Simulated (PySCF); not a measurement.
# IrF₃: relaxation and vibrations of the singlet

Where does singlet IrF₃ go from a T-shaped start, is the end point a minimum, and what are its modes, charges and moments?

Computed with PySCF 2.14.0. Level: PBE0, basis Ir def2-SVP with ECP60, F def2-SVP, scalar-relativistic core potentials, no spin–orbit coupling, density fitting.

### Step 1. Starting geometry

4 atoms, charge 0, spin multiplicity 1.

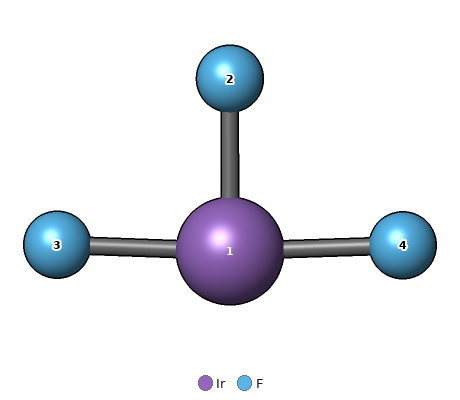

As it starts; iridium purple, fluorine blue; atoms are numbered from 1 in the order of the file.

Z-matrix (Å, degrees; charge 0 multiplicity 1):
```
Ir
F  1 1.8600
F  1 1.8600 2 88.00
F  1 1.8600 2 88.00 3 180.00
```

### Step 2. Relaxing the singlet from the T-shaped start

The steps below are one call of a driver around PySCF. For each, scf.py gives the equivalent set-up of the SCF; relaxations use the driver's own optimiser. Before each start the driver seeks the lowest SCF state from one or more starting densities and follows internal instabilities, so scf.py alone need not reach the same state.

The program finds C2v symmetry in the start, which this walk keeps. Threshold on the gradient: 0.0003 Eh/bohr, with a further test on the energy change.

Contents of scf.py:

```python
from pyscf import gto, scf, dft
mol = gto.M(atom='''
Ir     0.000000     0.000000    -0.151237
F      0.000000     0.000000     1.708763
F      1.858900    -0.000000    -0.086337
F     -1.858900     0.000000    -0.086337''',
    basis={'Ir': 'def2-SVP', 'F': 'def2-SVP'},
    ecp={'Ir': 'def2-SVP'},
    charge=0, spin=0)
mf = dft.RKS(mol, xc='PBE0')
mf.grids.atom_grid = (50, 194)
aux = {'Ir': 'def2-universal-JKFIT', 'F': 'def2-universal-JKFIT'}
mf = mf.density_fit(auxbasis=aux)
mf.kernel()
```

The optimiser's trace:

```tsv
step	energy (Eh)	change (kJ/mol)	largest symmetric gradient (Eh/bohr)
0	-403.257128	0.00	0.01834
1	-403.260260	-8.22	0.00697
2	-403.260361	-8.49	0.00216
3	-403.260382	-8.54	0.00020
4	-403.260382	-8.54	0.00006
```

The walk ran for 3.4 s (4 threads, shared host).

Geometry (Å) and forces (eV/Å) at some steps:

```
step 0
Ir   0.000   0.000  -0.151   0.000   0.000   0.319
F    0.000   0.000   1.709   0.000   0.000   0.704
F    1.859   0.000  -0.086  -0.943   0.000  -0.511
F   -1.859   0.000  -0.086   0.943   0.000  -0.511
step 1
Ir   0.000   0.000  -0.106   0.000   0.000  -0.056
F    0.000   0.000   1.779   0.000   0.000   0.051
F    1.821   0.000  -0.144   0.358   0.000   0.003
F   -1.821   0.000  -0.144  -0.358   0.000   0.003
step 2
Ir   0.000   0.000  -0.105   0.000   0.000  -0.021
F    0.000   0.000   1.783   0.000   0.000  -0.029
F    1.834   0.000  -0.147  -0.111   0.000   0.025
F   -1.834   0.000  -0.147   0.111   0.000   0.025
step 3
Ir   0.000   0.000  -0.107   0.000   0.000   0.010
F    0.000   0.000   1.780   0.000   0.000  -0.006
F    1.831   0.000  -0.144  -0.003   0.000  -0.002
F   -1.831   0.000  -0.144   0.003   0.000  -0.002
step 4
Ir   0.000   0.000  -0.107   0.000   0.000  -0.003
F    0.000   0.000   1.780   0.000   0.000   0.002
F    1.831   0.000  -0.144   0.000   0.000   0.000
F   -1.831   0.000  -0.144   0.000   0.000   0.000
```

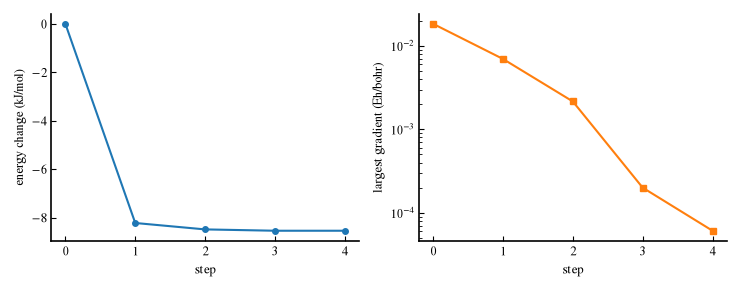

Energy and largest gradient along the walk.

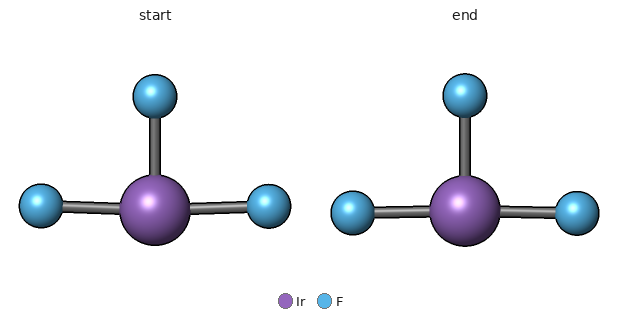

Start and end of the relaxation.

After 4 steps and 8.5 kJ/mol it ends at C2v: Ir–F 1.831 Å (×2), Ir–F 1.887 Å; F–Ir–F 91.2° (×2), F–Ir–F 177.7°.

### Step 3. Hessian and properties

On the finer grid the gradient is checked again; gradients at displacements of ±0.01 bohr then give force constants and infrared intensities.

Edit scf.py of step 2 so:

```diff
@@ -3,4 +3,4 @@
-Ir     0.000000     0.000000    -0.151237
-F      0.000000     0.000000     1.708763
-F      1.858900    -0.000000    -0.086337
-F     -1.858900     0.000000    -0.086337''',
+Ir    -0.000000     0.000000    -0.137146
+F      0.000000     0.000000     1.750240
+F      1.830844    -0.000000    -0.175606
+F     -1.830844     0.000000    -0.175606''',
@@ -11 +11 @@
-mf.grids.atom_grid = (50, 194)
+mf.grids.atom_grid = (75, 302)
```

The driver hands on the density of the step before, so the log starts near convergence.

SCF at the final geometry:

```text
init E= -403.26012533732
  HOMO = -0.299025997504413  LUMO = -0.217890863409739  gap/eV = 2.20780
cycle= 1 E= -403.260125336078  delta_E= 1.24e-09  |g|= 9.33e-05  |ddm|= 9.91e-05
  HOMO = -0.299020706545163  LUMO = -0.217877875729805  gap/eV = 2.20801
cycle= 2 E= -403.26012532986  delta_E= 6.22e-09  |g|= 0.000205  |ddm|= 0.000218
  HOMO = -0.299025328829846  LUMO = -0.217887570682993  gap/eV = 2.20787
cycle= 3 E= -403.260125337605  delta_E= -7.74e-09  |g|= 1.91e-05  |ddm|= 0.000154
  HOMO = -0.299024634705142  LUMO = -0.217887006875721  gap/eV = 2.20787
cycle= 4 E= -403.260125337671  delta_E= -6.58e-11  |g|= 6.52e-07  |ddm|= 1.27e-05
  HOMO = -0.299024657092342  LUMO = -0.217887023512102  gap/eV = 2.20787
Extra cycle  E= -403.260125337671  delta_E= -2.27e-13  |g|= 6.59e-07  |ddm|= 8.74e-07
converged SCF energy = -403.260125337671
```

The whole step took 12 s.

Geometry: C2v; Ir–F 1.831 Å (×2), Ir–F 1.887 Å; F–Ir–F 91.2° (×2), F–Ir–F 177.6°.

Modes, for the most abundant isotopes:

```csv
symmetry,ω (cm⁻¹),IR (km/mol),type
b1,182i,8.8,bend
b2,103,6.1,bend
a1,283,3.7,bend
a1,672,26.0,stretch
a1,725,0.0,stretch
b2,742,164,stretch
```

1 mode is imaginary, the largest at 182i cm⁻¹: a saddle point, not a minimum.

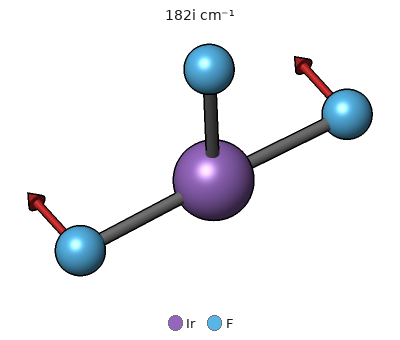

The imaginary mode, as arrows.

Constants and moments:

```yaml
Dipole_moment: 3.08 D
Highest_occupied_level: -8.14 eV
Lowest_empty_level: -5.93 eV
Rotational_constants: 0.2676, 0.1324, 0.08855 cm⁻¹
Zero-point_energy_real_modes: 15.1 kJ/mol
Principal_polarisabilities: 25.1, 29.2, 38.2 bohr³
Atomisation_energy_without_zero-point_energy: 1037 kJ/mol
Principal_traceless_quadrupole_moments_about_the_centre_of_mass: -5.33, 0.99, 4.34 D Å
```

Charges (e) and bond orders:

| atom | Mulliken | Löwdin | polar tensor | Mayer order to Ir1 |
| --- | --- | --- | --- | --- |
| Ir1 | 0.99 | 0.41 | 1.49 | – |
| F2 | -0.33 | -0.17 | -0.45 | 0.99 |
| F3,4 | -0.33 | -0.12 | -0.52 | 1.03 |

Mulliken populations on Ir1 (outside its core potential): s 2.66, p 6.29, d 6.99, f 0.07.

### Step 4. Following the imaginary mode

The atoms are moved a little along the softest imaginary mode and relaxed again.

The program finds Cs symmetry in the start, which this walk keeps.

Edit scf.py of step 3 so:

```diff
@@ -3,4 +3,4 @@
-Ir    -0.000000     0.000000    -0.137146
-F      0.000000     0.000000     1.750240
-F      1.830844    -0.000000    -0.175606
-F     -1.830844     0.000000    -0.175606''',
+Ir     0.000000     0.024111    -0.137607
+F      0.000000    -0.004891     1.749779
+F      1.830844    -0.120000    -0.176068
+F     -1.830844    -0.120000    -0.176068''',
@@ -11 +11 @@
-mf.grids.atom_grid = (75, 302)
+mf.grids.atom_grid = (50, 194)
```

Energy and gradient, step by step:

```tsv
step	energy (Eh)	change (kJ/mol)	largest symmetric gradient (Eh/bohr)
0	-403.261326	0.00	0.00849
1	-403.262586	-3.31	0.00871
2	-403.264424	-8.13	0.01058
3	-403.266506	-13.60	0.01159
4	-403.267473	-16.14	0.03345
5	-403.272207	-28.57	0.00636
6	-403.273546	-32.08	0.00788
7	-403.274669	-35.03	0.02868
8	-403.277162	-41.58	0.00821
9	-403.278134	-44.13	0.00649
10	-403.279441	-47.56	0.00706
11	-403.279647	-48.10	0.00159
12	-403.279690	-48.21	0.00126
13	-403.279697	-48.23	0.00043
14	-403.279699	-48.24	0.00007
```

The walk took 11 s.

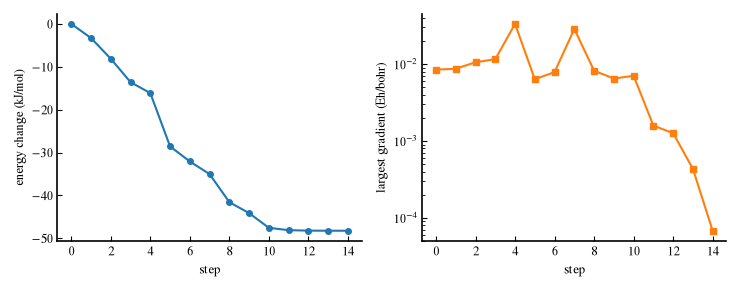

How energy and gradient fall.

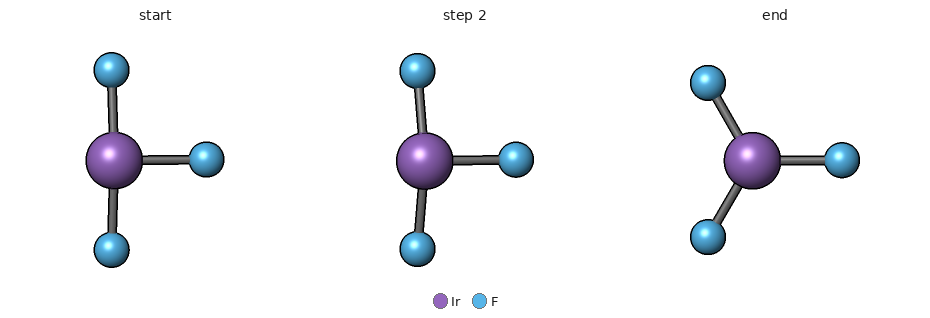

The geometry along the walk, at one scale.

After 14 steps and 48.2 kJ/mol it ends at C3v: Ir–F 1.823 Å (×3); F–Ir–F 119.0° (×3).

### Step 5. Is it a minimum? Harmonic modes

The same treatment as at the point before.

Edit scf.py of step 4 so:

```diff
@@ -3,4 +3,4 @@
-Ir     0.000000     0.024111    -0.137607
-F      0.000000    -0.004891     1.749779
-F      1.830844    -0.120000    -0.176068
-F     -1.830844    -0.120000    -0.176068''',
+Ir    -0.000000     0.037961    -0.005428
+F      0.000202     0.120471     1.814923
+F      1.570611    -0.264637    -0.878411
+F     -1.570812    -0.264590    -0.878065''',
@@ -11 +11 @@
-mf.grids.atom_grid = (50, 194)
+mf.grids.atom_grid = (75, 302)
```

Log of the central SCF (cycles and frontier levels):

```text
init E= -403.279516471593
  HOMO = -0.291380034783219  LUMO = -0.156749607112333  gap/eV = 3.66348
cycle= 1 E= -403.279516471536  delta_E= 5.68e-11  |g|= 1.98e-05  |ddm|= 1.99e-05
  HOMO = -0.291381910459036  LUMO = -0.156751027107586  gap/eV = 3.66349
cycle= 2 E= -403.27951647125  delta_E= 2.86e-10  |g|= 4.43e-05  |ddm|= 4.31e-05
  HOMO = -0.291380773608237  LUMO = -0.156750303628067  gap/eV = 3.66348
cycle= 3 E= -403.27951647161  delta_E= -3.6e-10  |g|= 1.06e-06  |ddm|= 2.96e-05
  HOMO = -0.291380721864823  LUMO = -0.156750214495831  gap/eV = 3.66348
cycle= 4 E= -403.279516471609  delta_E= 1.25e-12  |g|= 3.42e-07  |ddm|= 8.24e-07
  HOMO = -0.291380622447401  LUMO = -0.156750150547829  gap/eV = 3.66348
Extra cycle  E= -403.279516471608  delta_E= 4.55e-13  |g|= 7.71e-07  |ddm|= 9.54e-07
converged SCF energy = -403.279516471608
```

The whole step took 10 s.

Geometry: C3v; Ir–F 1.822 Å (×3); F–Ir–F 119.1° (×3).

Modes, for the most abundant isotopes:

| symmetry | ω (cm⁻¹) | IR (km/mol) | type |
| --- | --- | --- | --- |
| a1 | 99 | 7.1 | bend |
| e | 144 | 14.3 | bend |
| e | 713 | 210 | stretch |
| a1 | 721 | 3.9 | stretch |

Every mode is real; the point is a minimum.

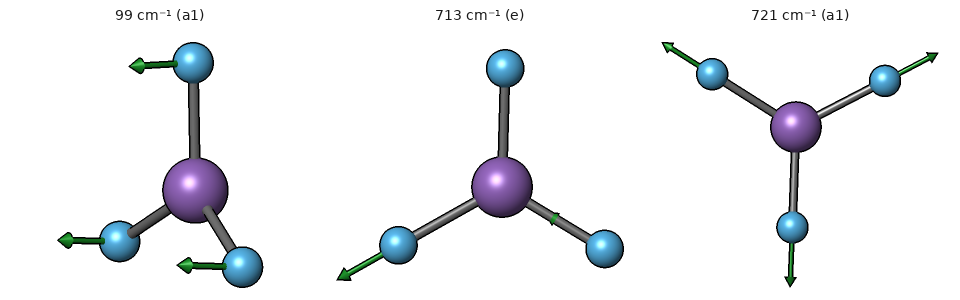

Displacements of 3 of the modes, as arrows (one member where a mode is degenerate).

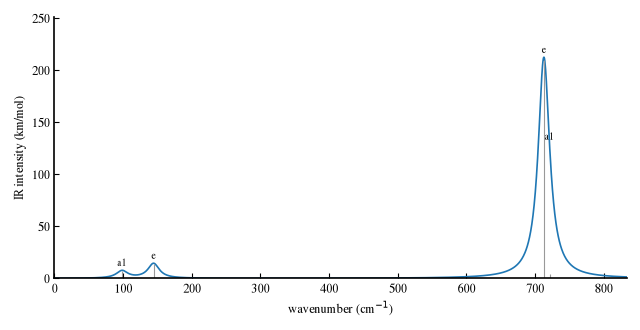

The harmonic infrared spectrum (widths in cm⁻¹). Lines are broadened to a width of 20 cm⁻¹ (Lorentzian).

Properties at this point:

* Dipole moment: 0.44 D
* Highest occupied level: -7.93 eV
* Lowest empty level: -4.27 eV
* Rotational constants: 0.1773, 0.1773, 0.08991 cm⁻¹
* Zero-point energy: 15.2 kJ/mol
* Principal polarisabilities: 27.2, 32.4, 32.4 bohr³
* Atomisation energy without zero-point energy: 1088 kJ/mol
* Principal traceless quadrupole moments about the centre of mass: -0.68, -0.68, 1.36 D Å
* Entropy at 298.15 K and 1 bar: 317.9 J/(mol K)
* Heat capacity Cp at 298.15 K: 67.4 J/(mol K)
* Enthalpy at 298.15 K above 0 K: 16.12 kJ/mol
* Rotational symmetry number: 3

Charges (e) and bond orders:

| atom | Mulliken | Löwdin | polar tensor | Mayer order to Ir1 |
| --- | --- | --- | --- | --- |
| Ir1 | 0.90 | 0.34 | 1.53 | – |
| F2,3,4 | -0.30 | -0.11 | -0.51 | 1.03 |

Outer orbital energies (eV). occupied: -13.78, -13.08, -13.08, -12.97, -12.79, -8.13, -8.13, -7.93; empty: -4.27, -4.27, -0.77, 0.79.

Mulliken populations on Ir1 (outside its core potential): s 2.68, p 6.24, d 7.11, f 0.07.

### Step 6. Stability of the closed shell

At the lowest minimum the closed shell is tested against spin polarisation, on the (50, 194) grid. It is unstable: an open-shell solution lies lower. That solution was not followed to a minimum here.

### Step 7. The points found, side by side

| spin | group | bonds | imaginary modes (cm⁻¹) | ΔE (kJ/mol) | with zero-point energy |
| --- | --- | --- | --- | --- | --- |
| singlet | C3v | Ir–F 1.822 Å (×3) | none | 0.0 | 0.0 |
| singlet | C2v | Ir–F 1.831 Å (×2), Ir–F 1.887 Å | 182i | 50.9 | – |

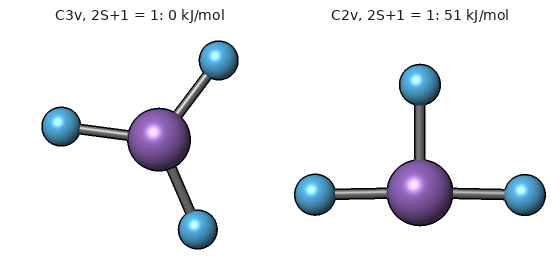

The points, lowest first (iridium purple, fluorine blue).

### Step 8. What came out

| quantity | value |
| --- | --- |
| minimum | singlet, C3v (closed shell, unstable towards spin polarisation) |
| geometry | Ir–F 1.822 Å (×3); F–Ir–F 119.1° (×3) |
| wavenumbers (cm⁻¹) | 99 (a1), 144 (e), 713 (e), 721 (a1) |
| dipole moment | 0.44 D |
| highest occupied, lowest empty level | -7.93, -4.27 eV |
| polar-tensor charge of Ir1 | +1.53 e |
| zero-point energy | 15.2 kJ/mol |

**Reading.** The T-shaped start (C2v) ends in a minimum of C3v symmetry, after a first stop at a saddle point 50.9 kJ/mol higher, from which it was pushed off along an imaginary mode. The strongest infrared band lies at 713 cm⁻¹ (e, stretch). Only this shape and spin were tried, so other structures or states may lie lower. The closed shell proved unstable towards spin polarisation, so a lower open-shell solution exists. Spin–orbit coupling, left out here, can matter for elements this heavy.

The search up to here ran for 40 s (4 threads, shared host).
